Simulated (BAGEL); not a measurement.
# C2H6AlF (SMILES [CH3][Al]([CH3])[F]), step by step

Aim: a single-point energy (HF/cc-pVDZ), then the energy (NEVPT2(2,2)/cc-pVDZ), then a single-point energy (CASPT2(2,2)/cc-pVDZ) of C2H6AlF. 

Program for the calculation: BAGEL 1.2.2.

**1. Starting point**

C2H6AlF: 10 atoms, total charge 0, spin state singlet. SMILES: `[CH3][Al]([CH3])[F]`. One bond was lengthened or shortened from a relaxed shape.

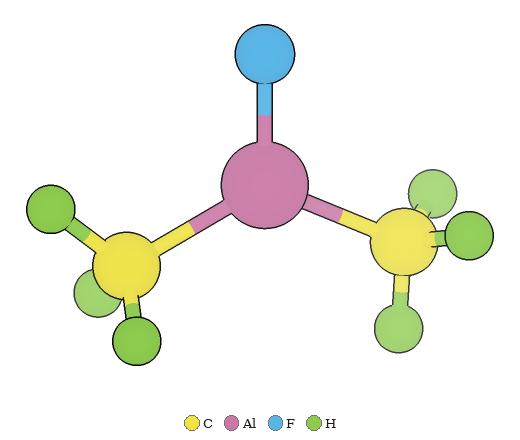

Viewed from a chosen angle; carbon yellow, aluminium pink, fluorine blue, hydrogen green.

**2. A single-point energy at HF/cc-pVDZ (density fitting with svp-jkfit) (run 1)**

File calc.json:

```json
{ "bagel": [

{
  "title": "molecule",
  "basis": "cc-pvdz.json",
  "df_basis": "svp-jkfit",
  "angstrom": false,
  "geometry": [
    { "atom": "C", "xyz": [ -0.89579254,  2.63980189, -1.36877210 ] },
    { "atom": "Al", "xyz": [ -0.37025971, -0.87112028, -0.43486944 ] },
    { "atom": "C", "xyz": [  1.67688060, -2.09528486,  2.35531118 ] },
    { "atom": "F", "xyz": [ -1.80399492, -3.05432087, -2.16774830 ] },
    { "atom": "H", "xyz": [ -2.23819162,  2.86690350, -3.31250092 ] },
    { "atom": "H", "xyz": [ -1.81665608,  3.68066304,  0.16511860 ] },
    { "atom": "H", "xyz": [  0.90662823,  3.59354666, -1.71893835 ] },
    { "atom": "H", "xyz": [  0.53302938, -3.19812903,  3.68000919 ] },
    { "atom": "H", "xyz": [  2.57468948, -0.56592951,  3.41317986 ] },
    { "atom": "H", "xyz": [  3.16692965, -3.35988959,  1.67727744 ] }
  ]
},
{
  "title": "hf"
},
{
  "title": "print",
  "file": "orbitals.molden",
  "orbitals": true
}

]}
```

The basis set cc-pVDZ is read from a file made from the Basis Set Exchange's data (not shown).

Command:

```console
$ BAGEL_NUM_THREADS=1 BAGEL calc.json > calc.out
```

Output:

```text
* using 1 threads per process

  ===============================================================
  ===============================================================

  *** Geometry ***

  { "atom" : "C", "xyz" : [     -0.895793,      2.639802,     -1.368772 ] },
  { "atom" : "Al", "xyz" : [     -0.370260,     -0.871120,     -0.434869 ] },
  { "atom" : "C", "xyz" : [      1.676881,     -2.095285,      2.355311 ] },
  { "atom" : "F", "xyz" : [     -1.803995,     -3.054321,     -2.167748 ] },
  { "atom" : "H", "xyz" : [     -2.238192,      2.866903,     -3.312501 ] },
  { "atom" : "H", "xyz" : [     -1.816656,      3.680663,      0.165119 ] },
  { "atom" : "H", "xyz" : [      0.906628,      3.593547,     -1.718938 ] },
  { "atom" : "H", "xyz" : [      0.533029,     -3.198129,      3.680009 ] },
  { "atom" : "H", "xyz" : [      2.574689,     -0.565930,      3.413180 ] },
  { "atom" : "H", "xyz" : [      3.166930,     -3.359890,      1.677277 ] },

  Number of auxiliary basis functions:      463

  Since a DF basis is specified, we compute 2- and 3-index integrals:
    o Being stored without compression. Storage requirement is 0.030 GB

  Number of basis functions:       90
  Number of electrons      :       40

    * METHOD: MOLECULE                             0.23

  *** RHF ***

  === Nuclear Repulsion ===
   152.7307715107

      * DIIS with orbital gradients will be used.

  === RHF iteration (cc-pvdz.json) ===
      0       -420.40951632          0.01667409           0.06
      1       -420.59682368          0.00876557           0.06
      2       -420.66333964          0.00155647           0.06
      3       -420.66535226          0.00064691           0.06
      4       -420.66569679          0.00005699           0.06
      5       -420.66570210          0.00001219           0.06
      6       -420.66570231          0.00000349           0.06
      7       -420.66570233          0.00000150           0.06
      8       -420.66570233          0.00000038           0.06
      9       -420.66570233          0.00000011           0.06
     10       -420.66570233          0.00000003           0.06
     11       -420.66570233          0.00000001           0.06
    * SCF iteration converged.

    * Permanent dipole moment:
           (   -0.426072,    -0.576615,    -0.523166) a.u.

    * METHOD: HF                                   0.88

    * METHOD: PRINT                                0.01

  ===============================================================
```

It took 1.5 s on 1 thread of Intel Xeon 6975P-C (Granite Rapids), shared host; peak memory 0.14 GiB.

**3. The energy at NEVPT2(2,2)/cc-pVDZ (density fitting with svp-jkfit) (run 2)**

File input.json:

```json
{ "bagel" : [

{
  "title" : "molecule",
  "basis" : "cc-pvdz.json",
  "df_basis" : "svp-jkfit",
  "angstrom" : "false",
  "geometry" : [
    { "atom" : "C", "xyz" : [    -0.89579254,     2.63980189,    -1.36877210 ] },
    { "atom" : "Al", "xyz" : [    -0.37025971,    -0.87112028,    -0.43486944 ] },
    { "atom" : "C", "xyz" : [     1.67688060,    -2.09528486,     2.35531118 ] },
    { "atom" : "F", "xyz" : [    -1.80399492,    -3.05432087,    -2.16774830 ] },
    { "atom" : "H", "xyz" : [    -2.23819162,     2.86690350,    -3.31250092 ] },
    { "atom" : "H", "xyz" : [    -1.81665608,     3.68066304,     0.16511860 ] },
    { "atom" : "H", "xyz" : [     0.90662823,     3.59354666,    -1.71893835 ] },
    { "atom" : "H", "xyz" : [     0.53302938,    -3.19812903,     3.68000919 ] },
    { "atom" : "H", "xyz" : [     2.57468948,    -0.56592951,     3.41317986 ] },
    { "atom" : "H", "xyz" : [     3.16692965,    -3.35988959,     1.67727744 ] }
  ]
},

{
  "title" : "hf"
},

{
  "title" : "casscf",
  "nstate" : 1,
  "nact" : 2,
  "nclosed" : 19,
  "active" : [18, 25],
  "maxiter" : 200,
  "natocc" : "true"
},

{
  "title" : "nevpt2",
  "nstate" : 1,
  "nact" : 2,
  "nclosed" : 19,
  "active" : [18, 25],
  "maxiter" : 200,
  "natocc" : "true",
  "ncore" : 8
},

{
  "title" : "print",
  "file" : "orbitals.molden",
  "orbitals" : "true"
}

]}
```

The basis set cc-pVDZ is read from a file made from the Basis Set Exchange's data (not shown).

Command:

```console
$ BAGEL_NUM_THREADS=1 BAGEL input.json > input.out
```

Output:

```text
* using 1 threads per process

  ===============================================================
  ===============================================================

  *** Geometry ***

  { "atom" : "C", "xyz" : [     -0.895793,      2.639802,     -1.368772 ] },
  { "atom" : "Al", "xyz" : [     -0.370260,     -0.871120,     -0.434869 ] },
  { "atom" : "C", "xyz" : [      1.676881,     -2.095285,      2.355311 ] },
[... 6 lines of this table left out ...]
  { "atom" : "H", "xyz" : [      3.166930,     -3.359890,      1.677277 ] },

  Number of auxiliary basis functions:      463

  Since a DF basis is specified, we compute 2- and 3-index integrals:
    o Being stored without compression. Storage requirement is 0.030 GB

  Number of basis functions:       90
  Number of electrons      :       40

    * METHOD: MOLECULE                             0.17

  *** RHF ***

  === Nuclear Repulsion ===
   152.7307715107

      * DIIS with orbital gradients will be used.

  === RHF iteration (cc-pvdz.json) ===
      0       -420.40951632          0.01667409           0.05
      1       -420.59682368          0.00876557           0.05
      2       -420.66333964          0.00155647           0.05
[... 8 lines of this table left out ...]
     11       -420.66570233          0.00000001           0.05
    * SCF iteration converged.

    * Permanent dipole moment:
           (   -0.426072,    -0.576615,    -0.523166) a.u.

    * METHOD: HF                                   0.86

  ---------------------------
      CASSCF calculation
  ---------------------------

    ==== Active orbitals : =====
         Orbital 18
         Orbital 25
    ============================

    * nstate   :      1
    * nclosed  :     19
    * nact     :      2
    * nvirt    :     69
  === CASSCF iteration (cc-pvdz.json) ===

    * Using the second-order algorithm

      0  0      -420.66716182     2.95e-04      0.02

      1  0      -420.68258610     1.17e-03      0.25
[... 13 lines of this table left out ...]
      8  0      -420.68512393     8.44e-09      0.28

    * Second-order optimization converged. *

     guess   0:   closed 1.                   open ..

  === FCI iteration ===

      0  0      -420.66536183     8.16e-02      0.00
      1  0      -420.68512066     8.20e-04      0.00
      2  0 *    -420.68512393     1.51e-16      0.00

     * ci vector, state   0, <S^2> = 0.0000
       2.     0.9927445885
       .2    -0.1202421804

    * METHOD: CASSCF                               2.69

    * freezing 8 orbitals

  === DF-NEVPT2 calculation ===

    * 3-index integral transformation done
    * assembly done

      NEVPT2 correlation energy:   -0.5279241368      0.21

          (+0)     -0.4738769169
          (+0)'    -0.0156839571
          (+1)     -0.0041208764
          (+1)'    -0.0000000000
          (+2)     -0.0002681107
          (-1)     -0.0255482305
          (-1)'     0.0000000000
          (-2)     -0.0084260452

      NEVPT2 total energy:       -421.2130480640

    * METHOD: NEVPT2                               0.34

    * METHOD: PRINT                                0.01

  ===============================================================
```

It took 4.5 s on 1 thread of Intel Xeon 6975P-C (Granite Rapids), shared host; peak memory 0.14 GiB.

**4. A single-point energy at CASPT2(2,2)/cc-pVDZ (density fitting with svp-jkfit) (run 3)**

File calc.json:

```json
{ "bagel" : [

{
  "title" : "molecule",
  "basis" : "cc-pvdz.json",
  "df_basis" : "svp-jkfit",
  "geometry" : [
    { "atom" : "C", "xyz" : [ -0.89579254,  2.63980189, -1.36877210 ] },
    { "atom" : "Al", "xyz" : [ -0.37025971, -0.87112028, -0.43486944 ] },
    { "atom" : "C", "xyz" : [  1.67688060, -2.09528486,  2.35531118 ] },
    { "atom" : "F", "xyz" : [ -1.80399492, -3.05432087, -2.16774830 ] },
    { "atom" : "H", "xyz" : [ -2.23819162,  2.86690350, -3.31250092 ] },
    { "atom" : "H", "xyz" : [ -1.81665608,  3.68066304,  0.16511860 ] },
    { "atom" : "H", "xyz" : [  0.90662823,  3.59354666, -1.71893835 ] },
    { "atom" : "H", "xyz" : [  0.53302938, -3.19812903,  3.68000919 ] },
    { "atom" : "H", "xyz" : [  2.57468948, -0.56592951,  3.41317986 ] },
    { "atom" : "H", "xyz" : [  3.16692965, -3.35988959,  1.67727744 ] }
  ]
},
{
  "title" : "hf"
},
{
  "title" : "casscf",
  "nstate" : 1,
  "nact" : 2,
  "nclosed" : 19,
  "active" : [18, 25],
  "maxiter" : 200,
  "natocc" : true
},
{
  "title" : "print",
  "file" : "orbitals.molden",
  "orbitals" : true
},
{
  "title" : "smith",
  "method" : "caspt2",
  "ms" : true,
  "xms" : true,
  "sssr" : true,
  "shift" : 0.2,
  "shift_imag" : true,
  "ncore" : 8
}

]}
```

The basis set cc-pVDZ is read from a file made from the Basis Set Exchange's data (not shown).

Command:

```console
$ BAGEL_NUM_THREADS=1 BAGEL calc.json > calc.out
```

Output:

```text
* using 1 threads per process

  ===============================================================
  ===============================================================

  *** Geometry ***

  { "atom" : "C", "xyz" : [     -0.895793,      2.639802,     -1.368772 ] },
  { "atom" : "Al", "xyz" : [     -0.370260,     -0.871120,     -0.434869 ] },
  { "atom" : "C", "xyz" : [      1.676881,     -2.095285,      2.355311 ] },
[... 6 lines of this table left out ...]
  { "atom" : "H", "xyz" : [      3.166930,     -3.359890,      1.677277 ] },

  Number of auxiliary basis functions:      463

  Since a DF basis is specified, we compute 2- and 3-index integrals:
    o Being stored without compression. Storage requirement is 0.030 GB

  Number of basis functions:       90
  Number of electrons      :       40

    * METHOD: MOLECULE                             0.20

  *** RHF ***

  === Nuclear Repulsion ===
   152.7307715107

      * DIIS with orbital gradients will be used.

[... 6 lines left out ...]
    * SCF iteration converged.
[... 1 line left out ...]
    * Permanent dipole moment:
[... 27 lines left out ...]
    * Second-order optimization converged. *
[... 9 lines left out ...]
     * ci vector, state   0, <S^2> = 0.0000
[... 16 lines left out ...]
    * Zeroth order energy : state  0       -1.0454678211
[... 3 lines left out ...]
      -------------------------------------------  CASPT2 iteration  ---------------------------------------------------
       #      aibj      arbs      arbi      airj      risj      airs      arst      rist         Etot      error   time
      ------------------------------------------------------------------------------------------------------------------

       0  -0.47260  -0.01013  -0.02612  -0.00451  -0.00038  -0.01357  -0.00000  -0.00000   -0.5273091  0.0014022   0.10
       1  -0.47279  -0.01020  -0.02624  -0.00462  -0.00041  -0.01396  -0.00000  -0.00000   -0.5282239  0.0002655   0.09
       2  -0.47281  -0.01020  -0.02623  -0.00463  -0.00042  -0.01397  -0.00000  -0.00000   -0.5282614  0.0000557   0.09
       3  -0.47281  -0.01020  -0.02624  -0.00463  -0.00042  -0.01398  -0.00000  -0.00000   -0.5282627  0.0000124   0.09
       4  -0.47281  -0.01020  -0.02624  -0.00463  -0.00042  -0.01398  -0.00000  -0.00000   -0.5282628  0.0000025   0.09
       5  -0.47281  -0.01020  -0.02624  -0.00463  -0.00042  -0.01398  -0.00000   0.00000   -0.5282628  0.0000005   0.10

      ------------------------------------------------------------------------------------------------------------------

    * CASPT2 energy : state  0     -421.2158429360
        w/o shift correction       -421.2133867326
        reference weight              0.8595356914

    * METHOD: SMITH                                0.78

  ===============================================================
```

It took 5.1 s on 1 thread of Intel Xeon 6975P-C (Granite Rapids), shared host; peak memory 0.21 GiB.

**5. What came out**

| quantity | value |
| --- | --- |
| run 1, HF/cc-pVDZ: total energy | -420.66570 Eh |
| run 1, HF/cc-pVDZ: dipole moment | 2.26 D |
| run 1, HF/cc-pVDZ: HOMO energy | -11.00 eV |
| run 1, HF/cc-pVDZ: LUMO energy | 2.44 eV |
| run 1, HF/cc-pVDZ: HOMO–LUMO gap | 13.44 eV |
| run 2, NEVPT2(2,2)/cc-pVDZ: total energy | -421.21305 Eh |
| run 3, CASPT2(2,2)/cc-pVDZ: total energy | -421.21584 Eh |
